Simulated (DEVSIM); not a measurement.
Structure: Schottky contact on p-type Ge, at 400 K.

```tsv
layer (left to right)	material	thickness (μm)	Na (cm⁻³)	τn (s)	τp (s)
1	Ge	10.0	2e15	1.5e-7	1.5e-7
```

Left contact: Schottky, work function 4.174 eV, emission velocity 3.5e6 cm/s. Right contact: ohmic. Voltage is applied to the left contact. Recombination: SRH at mid-gap, radiative. Mobility is μmin + (μ − μmin)/(1 + (N/Nref)^α).

This is a model device: material constants are rounded textbook-type values typed into the input, and sizes, dopings and lifetimes were drawn at random. Values at 300 K; Nc and Nv go as T^1.5, mobilities as T to minus their exponent, the gap by Varshni's rule with the affinity fixed.

```csv
parameter,Ge
gap (eV),0.664
affinity (eV),4
permittivity,16
Nc (cm⁻³),1.04e19
Nv (cm⁻³),6e18
μn (cm²/Vs),3900
μp (cm²/Vs),1900
"μn,min",150
"μp,min",100
"Nref,n",2.6e17
"Nref,p",4e17
αn,0.56
αp,0.6
T exponent of μn,1.66
T exponent of μp,2.33
B (cm³/s),6.4e-14
Varshni α (eV/K),0.000477
Varshni β (K),235
```

Model (solved in DEVSIM): 1D drift-diffusion, Boltzmann statistics, complete ionisation; no tunnelling, impact ionisation, image-force lowering or self-heating. Metal contacts follow the ideal Schottky-Mott rule: no Fermi-level pinning, no interface dipoles.

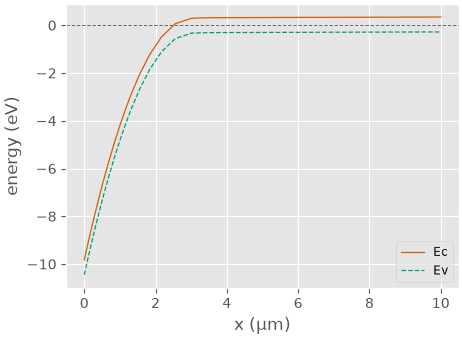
*Band edges at 10.0 V on the left contact*

Energies count from the Fermi level of the right contact; mesh points crowd at the junctions.

```
x (μm)   Ec (eV)  Ev (eV)  n (cm⁻³)  p (cm⁻³)  field (V/cm)
-------  -------  -------  --------  --------  ------------
0.000     -9.826  -10.450    1.0e17    1.0e12         73000
0.01359   -9.732  -10.356    6.7e15    1.0e12         68000
0.03728   -9.573  -10.197    6.7e13    1.1e12         67000
0.07187   -9.343   -9.967    9.1e11    1.1e12         66000
0.1597    -8.772   -9.396    8.5e11    1.1e12         64000
0.2633    -8.122   -8.746    8.8e11    1.1e12         62000
0.4439    -7.046   -7.670    9.4e11    1.2e12         58000
0.8366    -4.960   -5.584    1.1e12    1.5e12         49000
1.321     -2.865   -3.489    1.4e12    1.9e12         38000
2.167     -0.486   -1.110    2.8e12    4.1e12         19000
3.401      0.314   -0.310    6.3e13    2.0e15           140
6.087      0.328   -0.296    3.9e14    2.4e15            45
7.506      0.334   -0.290    5.3e14    2.5e15            41
8.477      0.338   -0.286    6.2e14    2.6e15            39
9.183      0.341   -0.283    6.8e14    2.7e15            38
9.486      0.342   -0.282    7.0e14    2.7e15            37
9.694      0.343   -0.281    7.2e14    2.7e15            37
9.813      0.343   -0.281    7.3e14    2.7e15            37
9.914      0.344   -0.280    7.3e14    2.7e15            36
9.954      0.344   -0.280    7.4e14    2.7e15            36
9.981      0.344   -0.280    7.4e14    2.7e15            36
10.00      0.344   -0.280    7.4e14    2.7e15            36
```
